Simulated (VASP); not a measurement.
## How k-mesh and SCF solver change a VASP run on Cobalt

A convergence test on Cobalt: the k-mesh and SCF solver. The series runs use LDA. The k-mesh tried: 3 3 2; 4 4 2; 5 5 3; 7 7 4; 9 9 5; 12 12 7; 15 15 8; 19 19 10. The SCF solver tried: ALGO = Normal; ALGO = Fast; ALGO = VeryFast; ALGO = All; ALGO = Damped; AMIX = 0.1, BMIX = 0.01; AMIX = 0.8; IMIX = 1, AMIX = 0.2. The atoms of the start are displaced at random from the sites of a P6_3/mmc cell.

Program: VASP 6.6.1. Level of theory: LDA, spin-polarised from a ferromagnetic start; plane waves and PAW (Co). Results are calculated unless marked as measured.

## (1) The starting structure

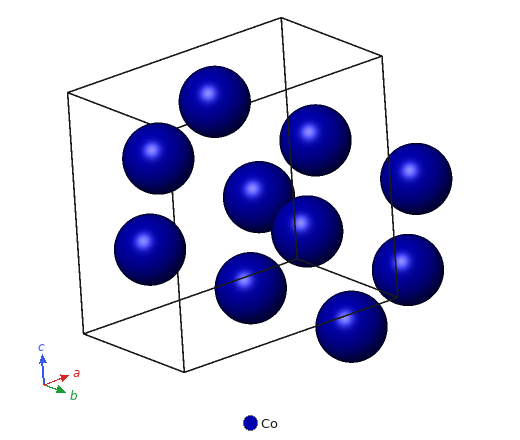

The cell as given, from a free direction (cobalt blue). 1×2×1 cells are drawn. This picture shows the conventional cell, with its axes. Some periodic images of atoms are drawn too.

## (2) K-mesh: 3 3 2

The sum over the zone converges with the mesh, fast for insulators and slowly for metals. LDA, the lowest rung, knows the local density alone.

File INCAR:

```
SYSTEM = Co
PREC = Accurate
ENCUT = 400
EDIFF = 1E-06
NELM = 100
ISMEAR = -1
SIGMA = 0.05
LREAL = .FALSE.
ALGO = Normal
GGA = CA
NBANDS = 19
ISPIN = 2
MAGMOM = 2 2
LASPH = .TRUE.
LMAXMIX = 4
LORBIT = 11
LWAVE = .FALSE.
LCHARG = .FALSE.
KPAR = 2
ISIF = 2
```

File POSCAR:

```
Co
1.0
    2.5074000000      0.0000000000      0.0000000000
   -1.2537000000      2.1714720974      0.0000000000
    0.0000000000      0.0000000000      4.0699000000
Co
2
Direct
    0.3248340000      0.6738130000      0.2448670000
    0.6657050000      0.3334760000      0.7516660000
```

File KPOINTS:

```
Automatic mesh
0
Gamma
3 3 2
0 0 0
```

The projector-augmented-wave data sets are Co (PBE family, release 64).

The run is started by

```console
$ mpirun -np 2 vasp_std
```

The program printed:

```text
[banner, memory and clock lines left out]
running    2 mpi-ranks, on    1 nodes
 distrk:  each k-point on    1 cores,    2 groups
 distr:  one band on    1 cores,    1 groups

 POSCAR found type information on POSCAR Co
 POSCAR found :  1 types and       2 ions
|                                                                             |
|               ----> ADVICE to this user running VASP <----                  |
|                                                                             |
|     You enforced a specific xc type in the INCAR file but a different       |
|     [... a line on the potential file left out ...]
|     I HOPE YOU KNOW WHAT YOU ARE DOING!                                     |
|                                                                             |

 LDA part: xc-table for (Slater(with rela. corr.)+CA(PZ))
 , standard interpolation
 POSCAR, INCAR and KPOINTS ok, starting setup
 FFT: planning ... GRIDC
 FFT: planning ... GRID_SOFT
 FFT: planning ... GRID
 WAVECAR not read
 entering main loop
       N       E                     dE             d eps       ncg     rms          rms(c)
DAV:   1     0.695062993711E+02    0.69506E+02   -0.67918E+03   808   0.104E+03
DAV:   2    -0.154340977516E+02   -0.84940E+02   -0.76687E+02   772   0.199E+02
DAV:   3    -0.187200490409E+02   -0.32860E+01   -0.31689E+01   861   0.487E+01
DAV:   4    -0.187693122755E+02   -0.49263E-01   -0.49230E-01   963   0.525E+00
DAV:   5    -0.187707774777E+02   -0.14652E-02   -0.14651E-02   870   0.850E-01    0.158E+01
DAV:   6    -0.165330485784E+02    0.22377E+01   -0.10917E+01   870   0.666E+01    0.761E+00
DAV:   7    -0.159472210280E+02    0.58583E+00   -0.16750E+00   900   0.248E+01    0.375E+00
DAV:   8    -0.159120386722E+02    0.35182E-01   -0.23599E-02  1151   0.187E+00    0.134E+00
DAV:   9    -0.158985191251E+02    0.13520E-01   -0.19041E-03  1207   0.687E-01    0.382E-01
DAV:  10    -0.158967525834E+02    0.17665E-02   -0.12367E-03   840   0.514E-01    0.955E-02
DAV:  11    -0.158966747512E+02    0.77832E-04   -0.26680E-05   948   0.875E-02    0.451E-02
DAV:  12    -0.158966507183E+02    0.24033E-04   -0.15350E-05  1006   0.429E-02    0.165E-02
DAV:  13    -0.158966516111E+02   -0.89272E-06   -0.15845E-06   709   0.163E-02
   1 F= -.15896652E+02 E0= -.15885936E+02  d E =-.214310E-01  mag=     3.0477
```

The job ended after 3 s (2 MPI ranks of Intel Xeon Platinum 8488C (Sapphire Rapids), shared host; peak memory 0.21 GiB).

The logs omit lines about the potential files and the build; timing stands in the text.

OUTCAR, selected parts (step 2):

```text
ion  position               nearest neighbor table
   1  0.325  0.674  0.245-   2 2.47   2 2.47   2 2.49   2 2.51   2 2.51   2 2.54
   2  0.666  0.333  0.752-   1 2.47   1 2.47   1 2.49   1 2.51   1 2.51   1 2.54

  LATTYP: Found a hexagonal cell.
 ALAT       =     2.5074000000
 C/A-ratio  =     1.6231554598

 Subroutine GETGRP returns: Found  2 space group operations
 (whereof  1 operations were pure point group operations)

The static configuration has the point symmetry C_1 .
 The point group associated with its full space group is S_2 .

 Found     10 irreducible k-points:

   k-points           NKPTS =     10   k-points in BZ     NKDIM =     10   number of bands    NBANDS=     19

   dimension x,y,z NGX =    16 NGY =   16 NGZ =   28
   dimension x,y,z NGXF=    32 NGYF=   32 NGZF=   56

   ENCUT  =  400.0 eV  29.40 Ry    5.42 a.u.   4.09  4.09  6.64*2*pi/ulx,y,z

   NELECT =      18.0000    total number of electrons

 k-points in reciprocal lattice and weights: Automatic mesh
   0.00000000  0.00000000  0.00000000       0.056
   0.33333333  0.00000000  0.00000000       0.111
   0.00000000  0.33333333  0.00000000       0.111
  -0.33333333  0.33333333  0.00000000       0.111
   0.33333333  0.33333333  0.00000000       0.111
   0.00000000  0.00000000  0.50000000       0.056
   0.33333333  0.00000000  0.50000000       0.111
   0.00000000  0.33333333  0.50000000       0.111
  -0.33333333  0.33333333  0.50000000       0.111
   0.33333333  0.33333333  0.50000000       0.111

 average (electrostatic) potential at core
       1 -78.3319       2 -78.3319

 E-fermi :   9.3724

 spin component 1
 k-point     1 :       0.0000    0.0000    0.0000
  band No.  band energies     occupation
    ...
      7       7.3729      1.00000
      8       7.7423      1.00000
      9       7.8347      1.00000
     10       8.8161      0.99999
     11       8.9070      0.99991
     12       9.3979      0.37535
     13      15.6741      0.00000
     14      31.3608      0.00000
     15      33.5859      0.00000
     16      33.7167      0.00000
    ...

 k-point     2 :       0.3333    0.0000    0.0000
  band No.  band energies     occupation
    ...
      7       7.3140      1.00000
      8       8.4273      1.00000
      9       8.5666      1.00000
     10       8.6316      1.00000
     11       9.0408      0.99869
     12      15.7822      0.00000
     13      16.2742      0.00000
     14      19.0415      0.00000
     15      25.5722      0.00000
     16      26.2632      0.00000
    ...

 k-point     3 :       0.0000    0.3333    0.0000
  band No.  band energies     occupation
    ...
      7       7.3165      1.00000
      8       8.4273      1.00000
      9       8.5667      1.00000
     10       8.6311      1.00000
     11       9.0412      0.99868
     12      15.7805      0.00000
     13      16.2745      0.00000
     14      19.0404      0.00000
     15      25.5724      0.00000
     16      26.2640      0.00000
    ...

 k-point     4 :      -0.3333    0.3333    0.0000
  band No.  band energies     occupation
    ...
      7       7.4143      1.00000
      8       8.4287      1.00000
      9       8.5713      1.00000
     10       8.6059      1.00000
     11       9.0680      0.99774
     12      15.7090      0.00000
     13      16.2860      0.00000
     14      18.9976      0.00000
     15      25.5676      0.00000
     16      26.2954      0.00000
    ...

 k-point     5 :       0.3333    0.3333    0.0000
  band No.  band energies     occupation
    ...
      6       6.8737      1.00000
      7       7.6980      1.00000
      8       8.6803      1.00000
      9       8.7098      1.00000
     10       8.8588      0.99997
     11      13.9744      0.00000
     12      14.7016      0.00000
     13      14.7477      0.00000
     14      21.6272      0.00000
     15      22.3172      0.00000
    ...

 k-point     6 :       0.0000    0.0000    0.5000
  band No.  band energies     occupation
    ...
      8       7.0221      1.00000
      9       8.4947      1.00000
     10       8.5241      1.00000
     11       8.5665      1.00000
     12       8.5852      1.00000
     13      24.0017      0.00000
     14      24.4040      0.00000
     15      32.0171      0.00000
     16      32.0948      0.00000
     17      35.2782      0.00000
    ...

  Total       -1.7729388     -1.7081661     -4.8220413      0.0584815     -0.0105083      0.0190606
  in kB     -128.1866260   -123.5034457   -348.6421524      4.2283149     -0.7597687      1.3781174
  external PRESSURE =    -200.1107414 kB  Pullay stress =       0.0000000 kB

  energy-cutoff  :      400.00
  volume of cell :       22.16
      direct lattice vectors                 reciprocal lattice vectors
     2.507400000  0.000000000  0.000000000     0.398819494  0.230258542  0.000000000
    -1.253700000  2.171472097  0.000000000     0.000000000  0.460517085  0.000000000
     0.000000000  0.000000000  4.069900000     0.000000000  0.000000000  0.245706283

 POSITION                                       TOTAL-FORCE (eV/Angst)
 -----------------------------------------------------------------------------------
     -0.03027      1.46317      0.99658         0.078104     -0.042898      0.032176
      1.25111      0.72413      3.05921        -0.078104      0.042898     -0.032176
 -----------------------------------------------------------------------------------
    total drift:                                0.000001     -0.000009      0.000024

  FREE ENERGIE OF THE ION-ELECTRON SYSTEM (eV)
  ---------------------------------------------------
  free  energy   TOTEN  =       -15.8966516111 eV

  energy  without entropy=      -15.8752205889  energy(sigma->0) =      -15.88593610

 total charge
# of ion       s       p       d       tot
------------------------------------------
    1        0.476   0.514   7.243   8.234
    2        0.476   0.514   7.243   8.234
--------------------------------------------------
tot          0.953   1.028  14.486  16.467

 magnetization (x)
# of ion       s       p       d       tot
------------------------------------------
    1       -0.015  -0.036   1.581   1.530
    2       -0.015  -0.036   1.581   1.530
--------------------------------------------------
tot         -0.031  -0.073   3.163   3.060

[... 6 further parts left out ...]
```

The magnetic state follows from one typed start and may not be the lowest. The PAW data sets were made with PBE, though LDA sets exist; this is a small mismatch.

This step gave:

| Item | Value |
| --- | --- |
| electronic steps | 13 |
| electrons | 18 |
| bands | 19 |
| irreducible k points | 10 |
| symmetry operations | 2 |
| free energy (TOTEN) | -15.90 eV |
| energy at zero smearing | -15.89 eV |
| Fermi energy | 9.372 eV |
| pressure | -20.01 GPa |
| moment of the cell, from the last line of the log | 3.048 μB |
| metallic | yes |

Spin moment in the PAW sphere by atom:

```csv
atom,spin moment in the PAW sphere (μB)
Co1,1.53
Co2,1.53
```

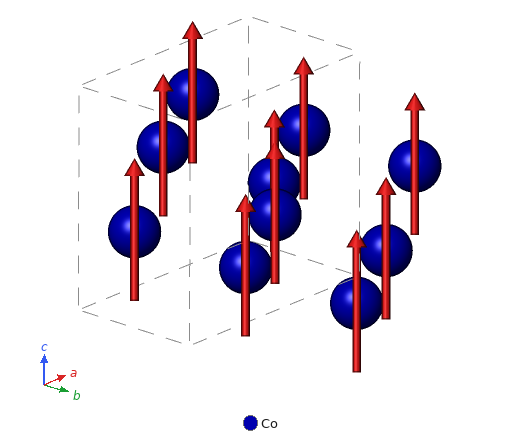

Spin moment in the PAW sphere as arrows, the longest 1.53 μB. Up and down stand for the sign. Arrows give size and sign along the axis of quantisation, drawn up and down the page. 1×2×1 conventional cells are drawn. Some periodic images of atoms are drawn too.

The series starts at -7.9430 eV an atom and -20.01 GPa, after 13 cycles in 3 s.

## (3) K-mesh: 4 4 2

INCAR is that of step 2.

POSCAR is that of step 2.

File KPOINTS:

```
Automatic mesh
0
Gamma
4 4 2
0 0 0
```

The run is started by

```console
$ mpirun -np 2 vasp_std
```

The program printed:

```text
[banner, memory and clock lines left out]
running    2 mpi-ranks, on    1 nodes
[...]
[... a notice as in an earlier step ...]

 LDA part: xc-table for (Slater(with rela. corr.)+CA(PZ))
 , standard interpolation
 POSCAR, INCAR and KPOINTS ok, starting setup
[...]
entering main loop
       N       E                     dE             d eps       ncg     rms          rms(c)
DAV:   1     0.697167999779E+02    0.69717E+02   -0.69217E+03  1600   0.106E+03
DAV:   2    -0.155252654588E+02   -0.85242E+02   -0.77231E+02  1553   0.200E+02
DAV:   3    -0.187234660571E+02   -0.31982E+01   -0.30547E+01  1708   0.482E+01
DAV:   4    -0.187734107729E+02   -0.49945E-01   -0.49907E-01  1982   0.518E+00
[...]
DAV:  12    -0.161165282585E+02    0.20331E-04   -0.21883E-05  1739   0.357E-02    0.246E-02
DAV:  13    -0.161165241095E+02    0.41491E-05   -0.14078E-06  1323   0.222E-02    0.122E-02
DAV:  14    -0.161165247999E+02   -0.69048E-06   -0.13826E-06  1358   0.168E-02
   1 F= -.16116525E+02 E0= -.16106334E+02  d E =-.203810E-01  mag=     3.3698
```

It took 4.6 s on 2 MPI ranks; peak memory 0.23 GiB.

From OUTCAR (step 3):

```text
  Total       -2.8560842     -2.7986342     -2.6048712      0.0520888     -0.0075733      0.0138545
  in kB     -206.4999601   -202.3462270   -188.3368130      3.7661125     -0.5475606      1.0017026
  external PRESSURE =    -199.0610000 kB  Pullay stress =       0.0000000 kB

 POSITION                                       TOTAL-FORCE (eV/Angst)
 -----------------------------------------------------------------------------------
     -0.03027      1.46317      0.99658         0.084874     -0.046719      0.054596
      1.25111      0.72413      3.05921        -0.084874      0.046719     -0.054596
 -----------------------------------------------------------------------------------
    total drift:                                0.000002     -0.000009      0.000025

  FREE ENERGIE OF THE ION-ELECTRON SYSTEM (eV)
  ---------------------------------------------------
  free  energy   TOTEN  =       -16.1165247999 eV

  energy  without entropy=      -16.0961438021  energy(sigma->0) =      -16.10633430

 magnetization (x)
# of ion       s       p       d       tot
------------------------------------------
    1       -0.008  -0.014   1.699   1.678
    2       -0.008  -0.014   1.699   1.678
--------------------------------------------------
tot         -0.016  -0.027   3.398   3.355

[... 1 part as in an earlier step ...]

[... 2 further parts left out ...]
[key lines of the parts left out:]
E-fermi :   9.5296
```

Against the run before the energy moves by -110.20 meV an atom and the pressure by +0.10 GPa, after 14 cycles in 4.6 s.

## (4) K-mesh: 5 5 3

INCAR is that of step 3.

POSCAR is that of step 3.

File KPOINTS:

```
Automatic mesh
0
Gamma
5 5 3
0 0 0
```

The run is started by

```console
$ mpirun -np 2 vasp_std
```

The program printed:

```text
[... set-up lines as in an earlier step ...]
 entering main loop
       N       E                     dE             d eps       ncg     rms          rms(c)
DAV:   1     0.711962343417E+02    0.71196E+02   -0.69640E+03  3024   0.107E+03
DAV:   2    -0.153980658707E+02   -0.86594E+02   -0.78113E+02  2927   0.201E+02
DAV:   3    -0.188131921171E+02   -0.34151E+01   -0.32975E+01  3242   0.499E+01
DAV:   4    -0.188657110837E+02   -0.52519E-01   -0.52488E-01  3697   0.531E+00
[...]
DAV:  12    -0.160921626965E+02    0.22795E-04   -0.82701E-06  3812   0.307E-02    0.167E-02
DAV:  13    -0.160921600938E+02    0.26028E-05   -0.26511E-06  2616   0.201E-02    0.119E-02
DAV:  14    -0.160921605187E+02   -0.42496E-06   -0.25595E-07  1625   0.703E-03
   1 F= -.16092161E+02 E0= -.16083710E+02  d E =-.169006E-01  mag=     3.4175
```

Run time: 6.6 s. Hardware: 2 MPI ranks; peak memory 0.24 GiB; 10 s of CPU time.

From OUTCAR (step 4):

```text
  Total       -2.5715745     -2.5270862     -3.3436798      0.0406113     -0.0086158      0.0157837
  in kB     -185.9294042   -182.7128214   -241.7539879      2.9362674     -0.6229409      1.1411872
  external PRESSURE =    -203.4654045 kB  Pullay stress =       0.0000000 kB

 POSITION                                       TOTAL-FORCE (eV/Angst)
 -----------------------------------------------------------------------------------
     -0.03027      1.46317      0.99658         0.070850     -0.039053      0.114845
      1.25111      0.72413      3.05921        -0.070850      0.039053     -0.114845
 -----------------------------------------------------------------------------------
    total drift:                                0.000002     -0.000009      0.000024

  FREE ENERGIE OF THE ION-ELECTRON SYSTEM (eV)
  ---------------------------------------------------
  free  energy   TOTEN  =       -16.0921605187 eV

  energy  without entropy=      -16.0752599423  energy(sigma->0) =      -16.08371023

 magnetization (x)
# of ion       s       p       d       tot
------------------------------------------
    1       -0.005  -0.004   1.705   1.696
    2       -0.005  -0.004   1.705   1.696
--------------------------------------------------
tot         -0.010  -0.008   3.409   3.392

[... 1 part as in an earlier step ...]

[... 2 further parts left out ...]
[key lines of the parts left out:]
E-fermi :   9.5270
```

Against the run before the energy moves by +11.31 meV an atom and the pressure by -0.44 GPa, after 14 cycles in 6.6 s.

## (5) K-mesh: 7 7 4

INCAR is that of step 4.

POSCAR is that of step 4.

File KPOINTS:

```
Automatic mesh
0
Gamma
7 7 4
0 0 0
```

The run is started by

```console
$ mpirun -np 2 vasp_std
```

The program printed:

```text
[... set-up lines as in an earlier step ...]
 entering main loop
       N       E                     dE             d eps       ncg     rms          rms(c)
DAV:   1     0.699889095464E+02    0.69989E+02   -0.70420E+03  7964   0.107E+03
DAV:   2    -0.155825274671E+02   -0.85571E+02   -0.77349E+02  7611   0.200E+02
DAV:   3    -0.188042802079E+02   -0.32218E+01   -0.31096E+01  8295   0.486E+01
DAV:   4    -0.188555203072E+02   -0.51240E-01   -0.51211E-01  9668   0.524E+00
[...]
DAV:  12    -0.161233610648E+02    0.14963E-04   -0.44176E-06  9324   0.215E-02    0.214E-02
DAV:  13    -0.161233550713E+02    0.59935E-05   -0.28993E-06  7269   0.193E-02    0.914E-03
DAV:  14    -0.161233553378E+02   -0.26649E-06   -0.26698E-07  4963   0.575E-03
   1 F= -.16123355E+02 E0= -.16114294E+02  d E =-.181227E-01  mag=     3.0635
```

It took 13 s on 2 MPI ranks; peak memory 0.26 GiB.

Parts of OUTCAR (step 5):

```text
  Total       -3.0857379     -3.0312463     -3.2636221      0.0500995     -0.0056494      0.0103639
  in kB     -223.1043351   -219.1644919   -235.9656775      3.6222863     -0.4084633      0.7493261
  external PRESSURE =    -226.0781682 kB  Pullay stress =       0.0000000 kB

 POSITION                                       TOTAL-FORCE (eV/Angst)
 -----------------------------------------------------------------------------------
     -0.03027      1.46317      0.99658         0.037135     -0.020534      0.147425
      1.25111      0.72413      3.05921        -0.037135      0.020534     -0.147425
 -----------------------------------------------------------------------------------
    total drift:                                0.000002     -0.000009      0.000025

  FREE ENERGIE OF THE ION-ELECTRON SYSTEM (eV)
  ---------------------------------------------------
  free  energy   TOTEN  =       -16.1233553378 eV

  energy  without entropy=      -16.1052326769  energy(sigma->0) =      -16.11429401

 magnetization (x)
# of ion       s       p       d       tot
------------------------------------------
    1       -0.013  -0.034   1.584   1.537
    2       -0.013  -0.034   1.584   1.537
--------------------------------------------------
tot         -0.025  -0.069   3.168   3.074

[... 1 part as in an earlier step ...]

[... 2 further parts left out ...]
[key lines of the parts left out:]
E-fermi :   9.5505
```

Against the run before the energy moves by -15.29 meV an atom and the pressure by -2.26 GPa, after 14 cycles in 13 s.

[end of part 1 of 3]

[Lines on the potential files, build, host, timing and source positions are cut from VASP's logs without a mark.]

[Logs are printed without paths, hosts, clocks, repeated set-up lines and the standing remarks that a program may print on its own settings, such as how far it seeks lower states.]

[Hosts, paths, dates, database ids (printed as entryN), source tags and the programs' standing remarks are cut or masked in the printed files.]

[A measured line is paired with the nearest computed mode of its activity, which favours agreement.]
